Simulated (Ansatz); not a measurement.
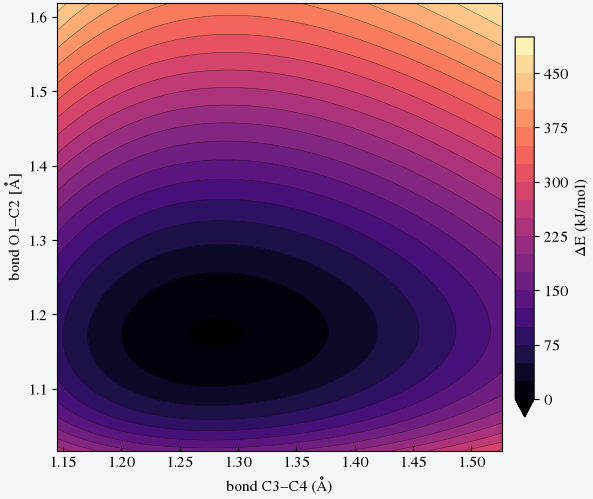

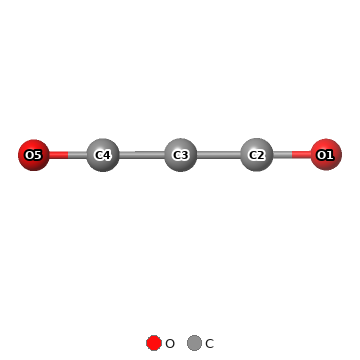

Energy landscape of C3O2, SMILES O=C=C=C=O. Two internal coordinates are moved rigidly from the geometry relaxed at PBE0-D4/def2-TZVP, all others fixed. The first coordinate is: bond C3–C4; the second: bond O1–C2. Grid: 7 × 7 points. Points are written as (first, second). Energies: kJ/mol, counted from the lowest grid point. Theory: RKS PBE-D4/def2-TZVPP in Ansatz.

The picture shows filled contours. Between grid points the surface is interpolated. The second picture is the structure at the lowest point.

Q: Describe this landscape.

A: The lowest grid point is at (1.300 Å, 1.161 Å). No other kind of well shows on this grid. The highest grid point, (1.526 Å, 1.618 Å), lies 480 kJ/mol above the lowest. Round the minimum the two coordinates are nearly uncoupled.

Grid values (kJ/mol):

| bond O1–C2 ↓, bond C3–C4 → | 1.145 | 1.182 | 1.236 | 1.300 | 1.370 | 1.446 | 1.526 |
| --- | --- | --- | --- | --- | --- | --- | --- |
| 1.618 | 462 | 416 | 377 | 365 | 381 | 421 | 480 |
| 1.491 | 329 | 284 | 246 | 235 | 253 | 295 | 355 |
| 1.371 | 205 | 161 | 125 | 115 | 135 | 178 | 240 |
| 1.261 | 115 | 71 | 36 | 28 | 49 | 95 | 158 |
| 1.161 | 83 | 40 | 6 | 0 | 22 | 70 | 135 |
| 1.075 | 134 | 92 | 60 | 54 | 78 | 127 | 194 |
| 1.017 | 238 | 197 | 165 | 161 | 186 | 235 | 304 |
